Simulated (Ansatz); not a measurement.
# Nb wire along [111], 37 atoms a period: bands along the axis

Aim: is the Nb wire along [111], 37 atoms a period a metal or a semiconductor?

Calculated with Ansatz 0.2.0; DFT PBE, plane waves, PAW; relaxation of a wire's period; PAW set soft_1, in the first sound run; inputs show where later runs differ.

### 1. Starting point

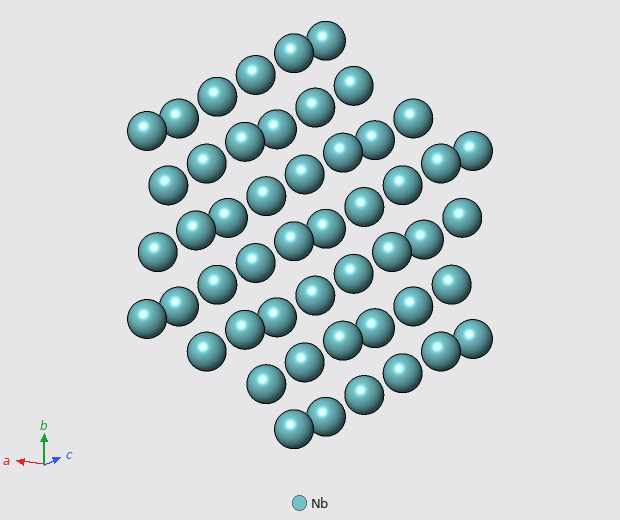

Start, viewed at a slant to the c axis; niobium teal. Some periodic images of atoms are drawn too.

The cell holds 37 atoms: 37 Nb. Its edges and angles: a = 20.843 Å, b = 23.016 Å, c = 2.867 Å, α = 90.0°, β = 90.0°, γ = 90.0°. Vacuum lies along a and b. The structure's axis is c.

### 2. Relaxing the period

Band widths follow the bond lengths, so the wire is relaxed first. The atoms and the third cell vector are free; the box across stays fixed as vacuum. A Fermi-Dirac smearing is set since the result may be a metal. The pressure printed is a third of the stress's trace over the whole box, vacuum included; only the stress along the axis is relaxed.

input.yaml reads:

```yaml
crystal:
  lattice:
    - [20.843, 0.0, 0.0]
    - [0.0, 23.016, 0.0]
    - [0.0, 0.0, 2.8665440865]
  atoms:
    - { symbol: Nb, position: [0.16312431, 0.323857557, 0.0] }
    - { symbol: Nb, position: [0.16312431, 0.676126024, 0.0] }
    - { symbol: Nb, position: [0.275417332, 0.49999179, 0.0] }
    - { symbol: Nb, position: [0.387710353, 0.676126024, 0.0] }
    - { symbol: Nb, position: [0.500003375, 0.49999179, 0.0] }
    - { symbol: Nb, position: [0.500003375, 0.852260258, 0.0] }
    - { symbol: Nb, position: [0.612296396, 0.676126024, 0.0] }
    - { symbol: Nb, position: [0.16312431, 0.441280379, 0.333333333] }
    - { symbol: Nb, position: [0.275417332, 0.265146145, 0.333333333] }
    - { symbol: Nb, position: [0.275417332, 0.617414613, 0.333333333] }
    - { symbol: Nb, position: [0.387710353, 0.441280379, 0.333333333] }
    - { symbol: Nb, position: [0.387710353, 0.793548847, 0.333333333] }
    - { symbol: Nb, position: [0.500003375, 0.265146145, 0.333333333] }
    - { symbol: Nb, position: [0.500003375, 0.617414613, 0.333333333] }
    - { symbol: Nb, position: [0.612296396, 0.441280379, 0.333333333] }
    - { symbol: Nb, position: [0.612296396, 0.793548847, 0.333333333] }
    - { symbol: Nb, position: [0.724589417, 0.265146145, 0.333333333] }
    - { symbol: Nb, position: [0.724589417, 0.617414613, 0.333333333] }
    - { symbol: Nb, position: [0.836882439, 0.441280379, 0.333333333] }
    - { symbol: Nb, position: [0.16312431, 0.558703202, 0.666666667] }
    - { symbol: Nb, position: [0.275417332, 0.382568968, 0.666666667] }
    - { symbol: Nb, position: [0.275417332, 0.734837435, 0.666666667] }
    - { symbol: Nb, position: [0.387710353, 0.206434734, 0.666666667] }
    - { symbol: Nb, position: [0.387710353, 0.558703202, 0.666666667] }
    - { symbol: Nb, position: [0.500003375, 0.382568968, 0.666666667] }
    - { symbol: Nb, position: [0.500003375, 0.734837435, 0.666666667] }
    - { symbol: Nb, position: [0.612296396, 0.206434734, 0.666666667] }
    - { symbol: Nb, position: [0.612296396, 0.558703202, 0.666666667] }
    - { symbol: Nb, position: [0.724589417, 0.382568968, 0.666666667] }
    - { symbol: Nb, position: [0.724589417, 0.734837435, 0.666666667] }
    - { symbol: Nb, position: [0.836882439, 0.558703202, 0.666666667] }
    - { symbol: Nb, position: [0.387710353, 0.323857557, 0.0] }
    - { symbol: Nb, position: [0.500003375, 0.147723323, 0.0] }
    - { symbol: Nb, position: [0.612296396, 0.323857557, 0.0] }
    - { symbol: Nb, position: [0.724589417, 0.49999179, 0.0] }
    - { symbol: Nb, position: [0.836882439, 0.323857557, 0.0] }
    - { symbol: Nb, position: [0.836882439, 0.676126024, 0.0] }
kpoints:
  mp_grid: { grid: [1, 1, 28] }
scf:
  occupations: { method: fermi_dirac, width: 0.05 }
hamiltonian:
  xc: pbe
  pseudopotentials: { kind: paw, azcp: { folder: soft_1 } }
relax:
  cell: { fix: [a, b, alpha, beta, gamma] }
  max_steps: 45
  f_tol: 0.03
```

Command:

```
$ ansatz run input.yaml --threads 16 --pin off --max-ram 61440MiB --backend cuda --events-out ev --progress --plain --runs-dir out --max-vram 78GiB
```

Numbers of over 12 decimals in the logs are rounded to 6 here.

Output:

```text
Engine: ansatz 0.2.0, aarch64-unknown-linux-gnu
Pseudopotentials: kind: paw
Pseudopotential: Nb, paw, valence charge 13, recommended cutoff 420 eV (normal), soft_1/Nb.paw.azcp
Functional definition: PBE
  parameter kappa = 0.804
  parameter beta = 0.066725
  exchange = pbe_x(kappa = kappa, mu = beta*pi^2/3)
  correlation = pbe_c(beta = beta)
[...]
Crystal: 37 atoms, lattice volume = 1375.146 Å³
Basis set: ecut = 420 eV, 26861 PW (Γ), exchange–correlation on 288×320×40 points (8 copies of the dense FFT grid, shifted against one another)
Bands: 289, of which v1, the nominal top of the filled ones, is band 241 counted from 1 (240 counted from 0)
Symmetry: 4 space group operations
Space group: P2/m (ITA 10), of the structure as read, at distance tolerance 1.1e-4 Å
k-points: 15 of 28
Non-local potential: Nb, projectors of the file, l = 0: 3, l = 1: 2, l = 2: 2, l = 3: 1
PAW form: soft (Blöchl's): semilocal exchange-correlation on the pseudo side does not see the compensation charge
PAW one-centre angular grid: Nb, 590 points (default); XC on 64 Gauss nodes
Initial density: superposition of atomic densities (neutral atoms: chi_scale 0, normalization atom)
Initial wavefunctions: pseudopotential atomic-orbital guess
[...]
Functional: x = pbe(κ = 0.804, μ = 0.219515), c = pbe(β = 0.066725)
SCF iter   1: F=—  HF=-168454.108148 eV  |F-HF|=—  |Δ(HF+E_count)|=         —  Δρ=6.58e-2  dr2=7.91e2  ethr=3.10e-3  ⟨swp⟩=10.5  Hψ=20700  notcnv=0  defer=43
preconditioner: auto → LDOS  [metal: Δε(μ)=0.002 eV  Ē_g=3.732 eV  σ=0.050 eV  W_gap=0.01  n_scr=248 (ndim 8)  ℏωp=13.6 eV  f_vac=0.404  D(μ)=34.32/eV (n_scr^D=172)  β→1.0]
SCF iter   2: F=—  HF=-168448.506838 eV  |F-HF|=—  |Δ(HF+E_count)|=    5.60e0  Δρ=6.99e-2  dr2=1.78e3  ethr=3.10e-3  ⟨swp⟩=7.2  Hψ=12641  notcnv=0  defer=272  recentre
[...]
SCF iter  12: F=-168413.378847 eV  HF=-168413.378847 eV  |F-HF|=1.45e-8  |Δ(HF+E_count)|=   5.57e-8  Δρ=1.15e-6  dr2=4.53e-8  ethr=2.08e-11  ⟨swp⟩=3.1  Hψ=15652  notcnv=0
SCF 1 converged in 12 iterations: F = -168413.378847 eV  dr2 = 4.53e-8
  greatest PAW one-centre occupation: 0.998 electrons in one spin orbital (limit 2), on the Nb atom at site 33 (counted from 0), in its partial waves of l = 0
relax step   1: F+E_penalty+E_count = -168413.37884681 eV  Δ(F+E_penalty+E_count) = +0.000e0 eV  max|allowed force component| = 1.410e0 eV/Å  Δτ_max = 0.0000 Å  P = -4.028 GPa  Ω = 1375.146 Å³  fix = [a, b, alpha, beta, gamma]  reactions: a -3.511, b -3.477 GPa; alpha -0.001 GPa/rad  (12 SCF iters, dr2 threshold 1.00e-7 eV, accepted)
[...]
Crystal: 37 atoms, lattice volume = 1317.600 Å³
Basis set: ecut = 420 eV, 25905 PW (Γ), exchange–correlation on 288×320×40 points (8 copies of the dense FFT grid, shifted against one another)
[...]
iter 1 solved again at ethr=1.38e-3 eV; its pass at ethr=3.10e-3 eV (dr2=6.65e0 eV) is discarded
SCF iter   1: F=—  HF=-168415.400064 eV  |F-HF|=—  |Δ(HF+E_count)|=         —  Δρ=1.19e-2  dr2=6.72e0  ethr=1.38e-3  ⟨swp⟩=5.5  Hψ=23534  notcnv=0  defer=4
preconditioner: auto → LDOS  [metal: Δε(μ)=0.007 eV  Ē_g=3.273 eV  σ=0.050 eV  W_gap=0.04  n_scr=212 (ndim 8)  ℏωp=13.9 eV  f_vac=0.424  D(μ)=44.09/eV (n_scr^D=296)  β→1.0]
SCF iter   2: F=—  HF=-168415.010452 eV  |F-HF|=—  |Δ(HF+E_count)|=   3.90e-1  Δρ=5.89e-3  dr2=2.20e0  ethr=1.38e-3  ⟨swp⟩=4.2  Hψ=7159  notcnv=0  defer=171
[...]
SCF iter   8: F=-168414.776934 eV  HF=-168414.776935 eV  |F-HF|=6.94e-7  |Δ(HF+E_count)|=   1.38e-6  Δρ=6.72e-6  dr2=1.82e-6  ethr=7.69e-10  ⟨swp⟩=5.0  Hψ=14951  notcnv=0
SCF 2 converged in 8 iterations: F = -168414.776934 eV  dr2 = 1.82e-6
relax step   2: F+E_penalty+E_count = -168414.77693412 eV  Δ(F+E_penalty+E_count) = -1.398e0 eV  max|allowed force component| = 8.622e-1 eV/Å  Δτ_max = 0.1948 Å  P = +1.559 GPa  Ω = 1317.600 Å³  energy of the carried Pulay correction = +3.709e-3 eV  fix = [a, b, alpha, beta, gamma]  reactions: a +1.615, b +1.644 GPa; alpha +0.000 GPa/rad  (8 SCF iters, dr2 threshold 3.70e-6 eV, accepted)
[...]
Crystal: 37 atoms, lattice volume = 1331.799 Å³
[...]
iter 1 solved again at ethr=1.95e-4 eV; its pass at ethr=3.10e-3 eV (dr2=9.36e-1 eV) is discarded
[...]
SCF 3 converged in 7 iterations: F = -168415.035395 eV  dr2 = 2.24e-6
[...]
SCF 4 converged in 6 iterations: F = -168415.104705 eV  dr2 = 1.25e-6
[...]
SCF 5 converged in 7 iterations: F = -168415.126670 eV  dr2 = 3.52e-7
[...]
SCF 6 converged in 7 iterations: F = -168415.131117 eV  dr2 = 8.96e-8
[...]
SCF 7 converged in 7 iterations: F = -168415.132710 eV  dr2 = 1.47e-8
[...]
SCF 8 converged in 7 iterations: F = -168415.129224 eV  dr2 = 3.93e-11
[...]
SCF converged after 7 iterations
[...]
--- Relaxed structure (7 steps of the walk, 7 accepted, 1 SCFs on fresh bases) ---
  F+E_penalty+E_count = -168415.12922413 eV   max|allowed force component| = 8.936e-3 eV/Å   (the final SCF, on the basis selected at the relaxed cell)
  cell:  # Å, volume = 1312.9994 Å³
    - [20.843, 0.0, 0.0]
    - [0.0, 23.016, 0]
    - [0.0, 0, 2.736998]
  atoms:
    - { symbol: Nb, position: [0.167577, 0.326286, 0.026991] }
    - { symbol: Nb, position: [0.167577, 0.673714, -0.026991] }
    - { symbol: Nb, position: [0.272337, 0.500000, 0] }
    - { symbol: Nb, position: [0.386284, 0.678310, -6.808051955968562e-5] }
    - { symbol: Nb, position: [0.5, 0.500000, 0] }
    - { symbol: Nb, position: [0.5, 0.847522, 0.027582] }
    - { symbol: Nb, position: [0.613716, 0.678310, -6.808051955968562e-5] }
    - { symbol: Nb, position: [0.161089, 0.440506, 0.359199] }
    - { symbol: Nb, position: [0.273793, 0.264265, 0.358843] }
    - { symbol: Nb, position: [0.273755, 0.618162, 0.312323] }
    - { symbol: Nb, position: [0.386381, 0.440693, 0.336288] }
    - { symbol: Nb, position: [0.387551, 0.795215, 0.359218] }
    - { symbol: Nb, position: [0.5, 0.263556, 0.312291] }
    - { symbol: Nb, position: [0.5, 0.618685, 0.335887] }
    - { symbol: Nb, position: [0.613619, 0.440693, 0.336288] }
    - { symbol: Nb, position: [0.612449, 0.795215, 0.359218] }
    - { symbol: Nb, position: [0.726207, 0.264265, 0.358843] }
    - { symbol: Nb, position: [0.726245, 0.618162, 0.312323] }
    - { symbol: Nb, position: [0.838911, 0.440506, 0.359199] }
    - { symbol: Nb, position: [0.161089, 0.559494, 0.640801] }
    - { symbol: Nb, position: [0.273755, 0.381838, 0.687677] }
    - { symbol: Nb, position: [0.273793, 0.735735, 0.641157] }
    - { symbol: Nb, position: [0.387551, 0.204785, 0.640782] }
    - { symbol: Nb, position: [0.386381, 0.559307, 0.663712] }
    - { symbol: Nb, position: [0.5, 0.381315, 0.664113] }
    - { symbol: Nb, position: [0.5, 0.736444, 0.687709] }
    - { symbol: Nb, position: [0.612449, 0.204785, 0.640782] }
    - { symbol: Nb, position: [0.613619, 0.559307, 0.663712] }
    - { symbol: Nb, position: [0.726245, 0.381838, 0.687677] }
    - { symbol: Nb, position: [0.726207, 0.735735, 0.641157] }
    - { symbol: Nb, position: [0.838911, 0.559494, 0.640801] }
    - { symbol: Nb, position: [0.386284, 0.321690, 6.808051955968548e-5] }
    - { symbol: Nb, position: [0.5, 0.152478, -0.027582] }
    - { symbol: Nb, position: [0.613716, 0.321690, 6.808051955968548e-5] }
    - { symbol: Nb, position: [0.727663, 0.500000, 0] }
    - { symbol: Nb, position: [0.832423, 0.326286, 0.026991] }
    - { symbol: Nb, position: [0.832423, 0.673714, -0.026991] }
```

Run time: 17 s. Hardware: 1 × NVIDIA GB200 with 16 threads of Arm Neoverse V2, shared host; peak memory 1.4 GiB; 2.3 min of CPU time.

The steps of the relaxation:

```tsv
step	energy less that of the first step (eV)	largest force component (eV/Å)	pressure (GPa)	volume (Å³)
1	0.0000	1.4097	-4.03	1375.15
2	-1.3981	0.8622	1.56	1317.60
3	-1.6565	0.1794	-0.32	1331.80
4	-1.7259	0.0306	-0.17	1325.81
5	-1.7478	0.0290	-0.08	1318.70
6	-1.7523	0.0331	-0.04	1313.16
7	-1.7539	0.0089	-0.05	1313.00
8	-1.7504	0.0089	-0.05	1313.00
```

The log counts 1 steps on a newly chosen plane-wave basis, not all of them marked here; energy and pressure can jump at such steps.

Forces are held to the 4 operations that the run works with; a distortion that breaks them can't arise in this run.

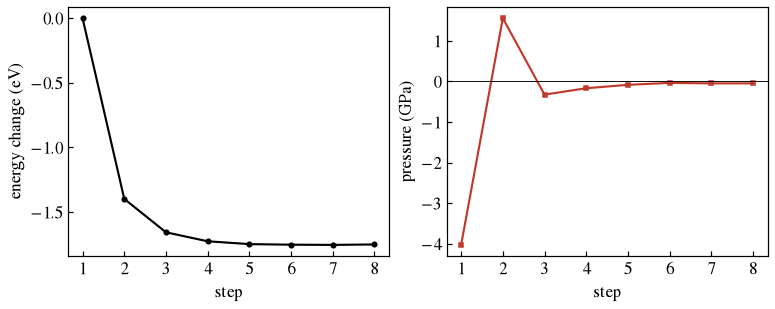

Energy and pressure along the relaxation.

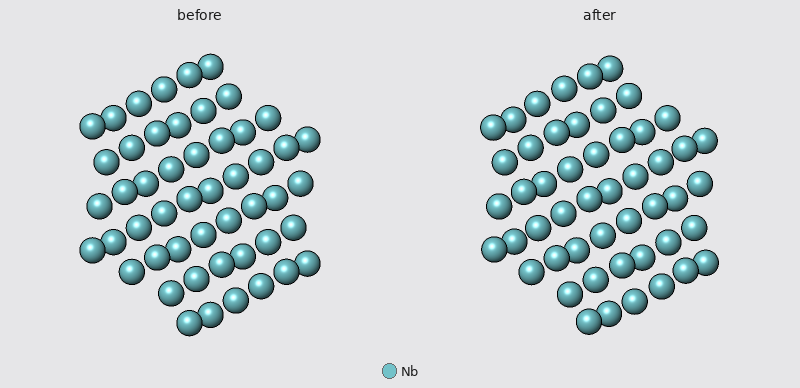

Before and after, at one scale.

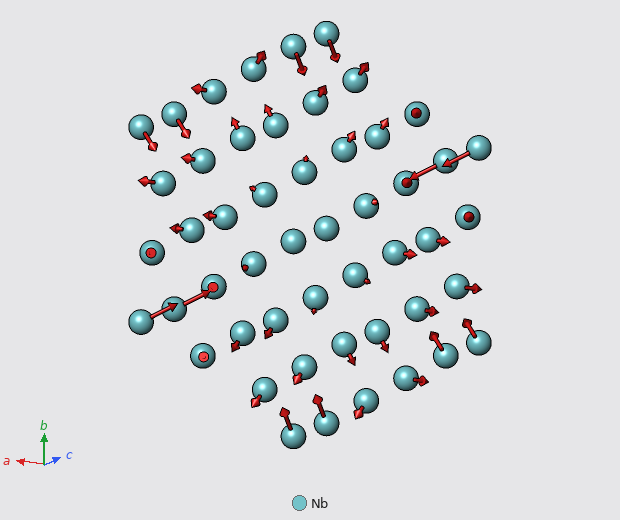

Displacements in the relaxation, exaggerated, measured against the changing cell; the longest in the cell stands for 0.13 Å. Some periodic images of atoms are drawn too.

```tsv
cell as run	before	after	change
c (Å)	2.867	2.737	-4.5 %
```

The atoms that moved most (Å, along periodic axes as changes of fractional coordinates times the final cell, across vacuum about the mean position):

```tsv
atom	dx	dy	dz	length
Nb6	0.000	-0.109	0.075	0.133
Nb33	0.000	0.109	-0.075	0.133
Nb2	0.093	-0.056	-0.074	0.131
Nb1	0.093	0.056	0.074	0.131
Nb37	-0.093	-0.056	-0.074	0.131
Nb36	-0.093	0.056	0.074	0.131
Nb19	0.042	-0.018	0.071	0.084
Nb31	0.042	0.018	-0.071	0.084
```

Numbers from this step:

```
energy at zero smearing    : -168414.9408 eV
cell length along the wire : 2.737 Å
```

The cell's length comes to 2.737 Å with spin left out.

### 3. The perfect wire

This step: DFT PBE, plane waves, PAW; bands of a perfect wire; PAW set soft_1 (Ansatz 0.2.0).

At the relaxed period the bands are computed along the axis; those that cross an energy going forward count the channels that a perfect wire would open there.

input.yaml reads:

```yaml
crystal:
  lattice:
    - [20.843, 0.0, 0.0]
    - [0.0, 23.016, 0.0]
    - [0.0, 0.0, 2.7369978763]
  atoms:
    - { symbol: Nb, position: [0.167576884, 0.326285721, 0.026990907] }
    - { symbol: Nb, position: [0.167576884, 0.673714279, 0.973009093] }
    - { symbol: Nb, position: [0.272337363, 0.5, 0.0] }
    - { symbol: Nb, position: [0.386284421, 0.678310094, 0.999931919] }
    - { symbol: Nb, position: [0.5, 0.5, 0.0] }
    - { symbol: Nb, position: [0.5, 0.847522119, 0.027582428] }
    - { symbol: Nb, position: [0.613715579, 0.678310094, 0.999931919] }
    - { symbol: Nb, position: [0.16108883, 0.44050578, 0.359199267] }
    - { symbol: Nb, position: [0.273793404, 0.264265341, 0.358842756] }
    - { symbol: Nb, position: [0.273754897, 0.618162476, 0.312323355] }
    - { symbol: Nb, position: [0.386381133, 0.440692847, 0.33628771] }
    - { symbol: Nb, position: [0.387550891, 0.795215319, 0.359217917] }
    - { symbol: Nb, position: [0.5, 0.263555531, 0.312291471] }
    - { symbol: Nb, position: [0.5, 0.618685161, 0.335886722] }
    - { symbol: Nb, position: [0.613618867, 0.440692847, 0.33628771] }
    - { symbol: Nb, position: [0.612449109, 0.795215319, 0.359217917] }
    - { symbol: Nb, position: [0.726206596, 0.264265341, 0.358842756] }
    - { symbol: Nb, position: [0.726245103, 0.618162476, 0.312323355] }
    - { symbol: Nb, position: [0.83891117, 0.44050578, 0.359199267] }
    - { symbol: Nb, position: [0.16108883, 0.55949422, 0.640800733] }
    - { symbol: Nb, position: [0.273754897, 0.381837524, 0.687676645] }
    - { symbol: Nb, position: [0.273793404, 0.735734659, 0.641157244] }
    - { symbol: Nb, position: [0.387550891, 0.204784681, 0.640782083] }
    - { symbol: Nb, position: [0.386381133, 0.559307153, 0.66371229] }
    - { symbol: Nb, position: [0.5, 0.381314839, 0.664113278] }
    - { symbol: Nb, position: [0.5, 0.736444469, 0.687708529] }
    - { symbol: Nb, position: [0.612449109, 0.204784681, 0.640782083] }
    - { symbol: Nb, position: [0.613618867, 0.559307153, 0.66371229] }
    - { symbol: Nb, position: [0.726245103, 0.381837524, 0.687676645] }
    - { symbol: Nb, position: [0.726206596, 0.735734659, 0.641157244] }
    - { symbol: Nb, position: [0.83891117, 0.55949422, 0.640800733] }
    - { symbol: Nb, position: [0.386284421, 0.321689906, 6.8081e-05] }
    - { symbol: Nb, position: [0.5, 0.152477881, 0.972417572] }
    - { symbol: Nb, position: [0.613715579, 0.321689906, 6.8081e-05] }
    - { symbol: Nb, position: [0.727662637, 0.5, 0.0] }
    - { symbol: Nb, position: [0.832423116, 0.326285721, 0.026990907] }
    - { symbol: Nb, position: [0.832423116, 0.673714279, 0.973009093] }
kpoints:
  mp_grid: { grid: [1, 1, 30] }
  band_path: { path: ["Γ", Z], npoints: 90 }
scf:
  occupations: { method: fermi_dirac, width: 0.05 }
hamiltonian:
  xc: pbe
  pseudopotentials: { kind: paw, azcp: { folder: soft_1 } }
output:
  dos: { e_range: [-5, 4] }
  write_potential: true
  write_density: true
  volumetric_format: npy
```

Output:

```text
[...]
Crystal: 37 atoms, lattice volume = 1312.999 Å³
Basis set: ecut = 420 eV, 25781 PW (Γ)
Bands: 289, of which v1, the nominal top of the filled ones, is band 241 counted from 1 (240 counted from 0)
[... 1 set-up line as in the run before ...]
[...]
k-points: 16 of 30
[...]
SCF iter   1: F=—  HF=-168453.131521 eV  |F-HF|=—  |Δ(HF+E_count)|=         —  Δρ=6.45e-2  dr2=6.55e2  ethr=3.10e-3  ⟨swp⟩=10.1  Hψ=21940  notcnv=0  defer=52
[...]
SCF iter   6: F=—  HF=-168415.129432 eV  |F-HF|=—  |Δ(HF+E_count)|=   1.87e-3  Δρ=4.99e-4  dr2=1.45e-2  ethr=5.80e-5  ⟨swp⟩=1.5  Hψ=4755  notcnv=0  defer=262
[...]
SCF iter  10: F=—  HF=-168415.128055 eV  |F-HF|=—  |Δ(HF+E_count)|=   1.66e-3  Δρ=7.88e-6  dr2=2.57e-6  ethr=3.02e-9  ⟨swp⟩=2.8  Hψ=7619  notcnv=0  defer=262
[...]
SCF iter  12: F=-168415.128055 eV  HF=-168415.128055 eV  |F-HF|=5.27e-9  |Δ(HF+E_count)|=   3.48e-8  Δρ=8.98e-7  dr2=2.27e-8  ethr=2.08e-11  ⟨swp⟩=19.2  Hψ=17758  notcnv=0
SCF 1 converged in 12 iterations: F = -168415.128055 eV  dr2 = 2.27e-8
[...]
NSCF: frozen V_eff on 91 k-points
[...]
SCF converged after 12 iterations
[...]
```

Run time: 14 s. Hardware: 1 × NVIDIA GB200 with 16 threads; peak memory 3.1 GiB.

This step gave:

| Item | Value |
| --- | --- |
| energy at zero smearing | -168414.9400 eV |
| band gap on the path through both edges | 0 eV |

The electronic bands at the labelled points (eV, zero at the Fermi level; # counts the bands kept):

```tsv
point	#41	#42	#43	#44	#45	#46	#47	#48
Γ	-0.32	-0.24	-0.23	-0.22	-0.21	-0.14	-0.09	-0.02
Z	0.57	0.57	0.57	0.58	0.58	0.66	0.69	0.70
```

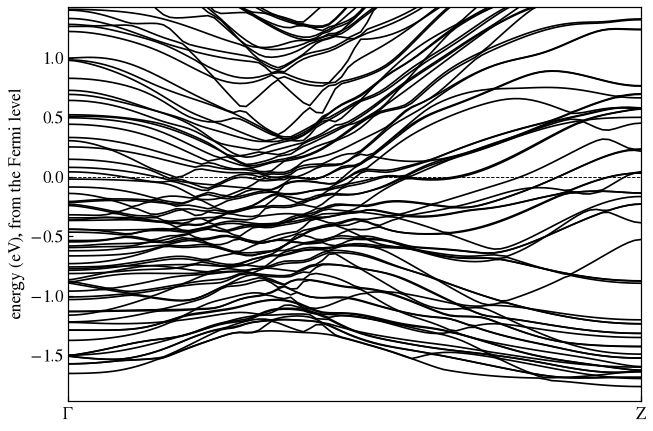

Electronic bands along the path.

Between Γ and Z the bands cross the Fermi level 32 times, so a perfect wire would conduct at least 32 G₀, with spin left out.

### 4. What came out

| Quantity | Value |
| --- | --- |
| cell length, PBE | 2.737 Å |
| ballistic conductance by band crossings, a lower bound, PBE | 32 G₀ |

**Reading.** Under PBE the cell's length is 2.74 Å, and the bands cross the Fermi level 32 times between Γ and Z, which gives a perfect wire at least 32 G₀ (opposite crossings within one step of the path cancel in such a count). No spin was allowed, though thin wires with open d shells can turn magnetic.

[Logs are printed without paths, hosts, clocks, repeated set-up lines and the standing remarks that a program may print on its own settings, such as how far it seeks lower states.]

[Hosts, paths, dates, database ids (printed as entryN), source tags and the programs' standing remarks are cut or masked in the printed files.]
